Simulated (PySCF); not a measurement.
```xyz
12

C     2.4193    0.6071   -0.4287
P     1.7598   -0.7766    0.4194
C    -0.0042   -0.4918    0.2948
C    -0.6988    0.5896   -0.3326
C    -2.0173    0.3417   -0.1500
O    -2.2037   -0.8036    0.5386
C    -0.9941   -1.3034    0.8053
H     2.8888    0.4162   -1.3832
H     2.9299    1.3485    0.1692
H    -0.2453    1.4166   -0.8381
H    -2.8963    0.8789   -0.4477
H    -0.9382   -2.2232    1.3528
```

Geometry: GFN2-xTB; a saddle point, not a minimum.

The calculation used PySCF, BHandHLYP/pcSseg-1, SCF density, in a methanol solvent model, non-relativistic.

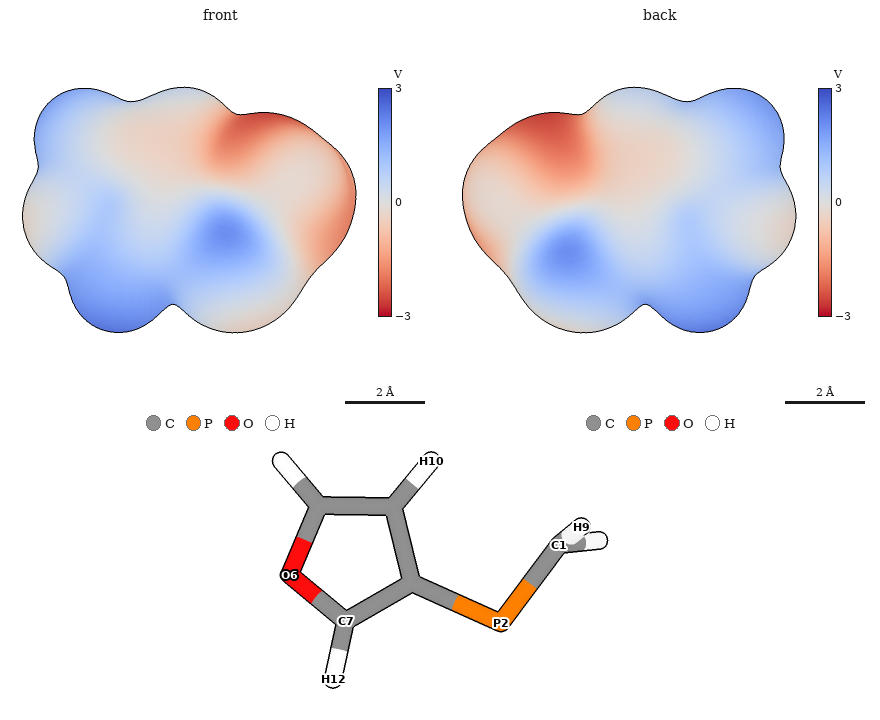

C$_{5}$H$_{5}$OP (SMILES C=Pc1ccoc1). The molecular electrostatic potential painted on the density surface at 0.002 e/bohr³, seen from the front and from behind; red is negative and blue positive. The bare structure is drawn below in the same view.

Q: Which sites attract a positive test charge, and which a negative one?

A: A positive charge is drawn to the negative regions and a negative charge to the positive ones. The most negative region (about −2.5 V) lies over C1, the most positive (about +2.3 V) over H12.

Q: How polar is the molecule by this calculation?

A: Its dipole moment is 5.13 D.
